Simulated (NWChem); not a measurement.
# Si2H6O (disiloxane): levels of theory compared

Aim: a comparison of 6 runs (HF/STO-3G, HF/3-21G, HF/cc-pVDZ, B3LYP/6-31G*, B3LYP/cc-pVDZ, CCSD(T)/cc-pVDZ) of Si2H6O (disiloxane). 

The calculation is run with NWChem 7.3.0.

### Step 1. The molecule

Si2H6O has 9 atoms, charge 0, and is taken as a singlet. As SMILES, `[SiH3]O[SiH3]`. The shape is that of a PBE0-D4/def2-TZVP optimisation.

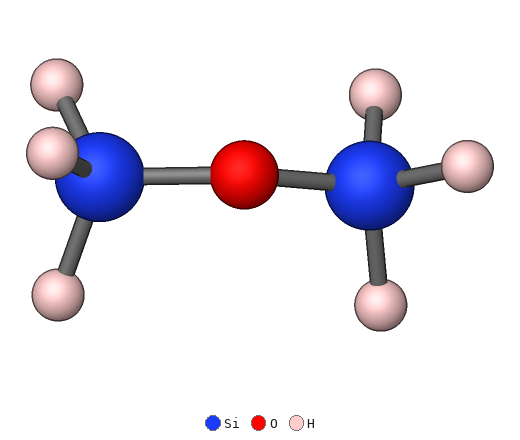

Viewed from a chosen angle; silicon blue, oxygen red, hydrogen pink.

### Step 2. Energy and gradient at HF/STO-3G (run 1)

m1.nw

```
start m1
title "H6OSi2 gradient"
memory stack 880 mb heap 220 mb global 1100 mb
charge 0
geometry units angstroms noautosym nocenter noautoz
   Si   -0.710290    1.052660   -0.919520
   O     0.425550    0.090990   -0.245380
   Si    0.775570   -1.038810    0.881750
   H    -1.787270    0.226580   -1.525660
   H    -0.060640    1.872420   -1.970220
   H    -1.306170    1.942760    0.111330
   H     2.224270   -1.343130    0.800010
   H    -0.009310   -2.275600    0.628780
   H     0.448290   -0.527870    2.238910
end
basis spherical bse
   Si library STO-3G
   O library STO-3G
   H library STO-3G
end
scf
   singlet
   rhf
   thresh 1e-08
   maxiter 80
end
task scf gradient
```

The run is started by

```console
nwchem m1.nw > m1.out
```

The program printed:

```text
[...]
  functions       =    29
[...]
  wavefunction    = RHF
[...]
         Total SCF energy =   -648.563319502211
      One-electron energy =  -1220.868241946941
      Two-electron energy =    412.885881982929
 Nuclear repulsion energy =    159.419040461802
        Time for solution =      1.5s
[...]
                         RHF ENERGY GRADIENTS
    atom               coordinates                        gradient
                 x          y          z           x          y          z
   1 Si     -1.342253   1.989239  -1.737641    0.015765  -0.005397   0.000624
   2 O       0.804173   0.171946  -0.463701   -0.007870  -0.001729   0.004493
   3 Si      1.465615  -1.963066   1.666266    0.004928   0.009855  -0.012527
   4 H      -3.377451   0.428174  -2.883079   -0.021344  -0.018877  -0.012022
   5 H      -0.114593   3.538361  -3.723176    0.013970   0.016813  -0.021738
   6 H      -2.468303   3.671284   0.210383   -0.011064   0.017624   0.022883
   7 H       4.203261  -2.538148   1.511800    0.030172  -0.005977  -0.002092
   8 H      -0.017593  -4.300260   1.188222   -0.017133  -0.024792  -0.006937
   9 H       0.847145  -0.997530   4.230926   -0.007425   0.012479   0.027317
[...]
```

Wall time 2.4 s (1 thread of Intel Xeon 6975P-C (Granite Rapids), shared host); peak memory 0.097 GiB.

### Step 3. Energy and gradient at HF/3-21G (run 2)

h6osi2.nw

```
START h6osi2
memory stack 880 mb heap 220 mb global 1100 mb

GEOMETRY noautosym nocenter noautoz
  Si   -0.710290    1.052660   -0.919520
  O     0.425550    0.090990   -0.245380
  Si    0.775570   -1.038810    0.881750
  H    -1.787270    0.226580   -1.525660
  H    -0.060640    1.872420   -1.970220
  H    -1.306170    1.942760    0.111330
  H     2.224270   -1.343130    0.800010
  H    -0.009310   -2.275600    0.628780
  H     0.448290   -0.527870    2.238910
END

BASIS spherical bse
  * library 3-21G
END

SCF
  nopen 0
  rhf
  thresh 1e-08
  maxiter 80
END

TASK scf gradient
```

The run is started by

```console
nwchem h6osi2.nw > h6osi2.out
```

The program printed:

```text
[...]
  functions       =    47
[...]
  wavefunction    = RHF
[...]
         Total SCF energy =   -652.784867644613
      One-electron energy =  -1221.984602027271
      Two-electron energy =    409.780693920856
 Nuclear repulsion energy =    159.419040461802
        Time for solution =      1.1s
[...]
                         RHF ENERGY GRADIENTS
    atom               coordinates                        gradient
                 x          y          z           x          y          z
   1 Si     -1.342253   1.989239  -1.737641    0.003677  -0.013705   0.013899
   2 O       0.804173   0.171946  -0.463701    0.003062   0.000633  -0.001782
   3 Si      1.465615  -1.963066   1.666266   -0.014216   0.011479  -0.007801
   4 H      -3.377451   0.428174  -2.883079    0.001583  -0.001215   0.000203
   5 H      -0.114593   3.538361  -3.723176    0.003238  -0.001260   0.000332
   6 H      -2.468303   3.671284   0.210383    0.001698  -0.000646   0.000675
   7 H       4.203261  -2.538148   1.511800    0.000806   0.002165  -0.002616
   8 H      -0.017593  -4.300260   1.188222   -0.000007   0.001026  -0.001725
   9 H       0.847145  -0.997530   4.230926    0.000157   0.001523  -0.001186
[...]
```

Run time: 2 s. Hardware: 1 thread of Intel Xeon 6975P-C (Granite Rapids), shared host; peak memory 0.097 GiB.

Runs 3 to 5 aren't shown in full; the table further down has their settings and results.

### Step 4. A single-point energy at CCSD(T)/cc-pVDZ (run 6)

h6osi2.nw

```
start h6osi2
memory stack 880 mb heap 220 mb global 1100 mb

geometry units angstroms noautosym nocenter noautoz
  Si   -0.710290    1.052660   -0.919520
  O     0.425550    0.090990   -0.245380
  Si    0.775570   -1.038810    0.881750
  H    -1.787270    0.226580   -1.525660
  H    -0.060640    1.872420   -1.970220
  H    -1.306170    1.942760    0.111330
  H     2.224270   -1.343130    0.800010
  H    -0.009310   -2.275600    0.628780
  H     0.448290   -0.527870    2.238910
end

basis spherical bse
  Si library cc-pVDZ
  O library cc-pVDZ
  H library cc-pVDZ
end

scf
  thresh 1e-08
  maxiter 80
  noprint "final vectors analysis"
end

ccsd
  freeze core 11
  maxiter 60
end

task ccsd(t) energy
```

The run is started by

```console
nwchem h6osi2.nw > h6osi2.out
```

The program printed:

```text
[...]
  functions       =    80
[...]
  wavefunction    = RHF
[...]
         Total SCF energy =   -656.285271511420
      One-electron energy =  -1226.260281536931
      Two-electron energy =    410.555969563708
 Nuclear repulsion energy =    159.419040461802
        Time for solution =     24.2s
[...]
 Total MP2 energy:           -656.673621441097112
[...]
             energy      energy      error      ampl     ampl      Block
                                                time     time      time
[...]
 Total CCSD energy:           -656.720989883878929
[...]
 Total CCSD+T(CCSD) energy:           -656.730404710464086
[...]
 Total CCSD(T) energy:                -656.729831294576456
[...]
```

It took 1.9 min on 1 thread of Intel Xeon 6975P-C (Granite Rapids), shared host; peak memory 0.18 GiB.

### Step 5. All runs side by side

```
run                               level  Cartesian functions  iteration cap  energy (Eh)  dipole moment (D) of the reference  HOMO energy (eV)  LUMO energy (eV)  wall time
  1                           HF/STO-3G                   no             80  -648.563320                                0.51             -8.33             11.79      2.4 s
  2                            HF/3-21G                   no             80  -652.784868                                0.77            -11.85              4.06        2 s
  3                          HF/cc-pVDZ                   no             80  -656.285272                                0.45                 –                 –       32 s
  4  B3LYP/6-31G* (Cartesian functions)                  yes            100  -657.880789                                0.41             -8.31             -0.01       20 s
  5                       B3LYP/cc-pVDZ                   no            100  -657.904509                                0.35             -8.31              0.05       39 s
  6                     CCSD(T)/cc-pVDZ                   no             80  -656.729831                                   –                 –                 –    1.9 min
```

### Step 6. What came out

| quantity | value |
| --- | --- |
| run 6: total energy | -656.72983 Eh |
| run 6: correlation energy (11 core orbitals frozen) | -444.6 mEh |
| run 6: (T) correction | -8.84 mEh |

What this shows: Over runs 1, 2, 3, 4, 5 the dipole moment (its size) runs from 0.35 D (B3LYP/cc-pVDZ) to 0.77 D (HF/3-21G). The two ends differ in method and basis. Over runs 1, 2, 4, 5 the HOMO–LUMO gap runs from 8.30 eV (B3LYP/6-31G*) to 20.12 eV (HF/STO-3G). In run 1 the basis is minimal, so the values are rough. All runs together took 3.5 min, the longest 1.9 min.
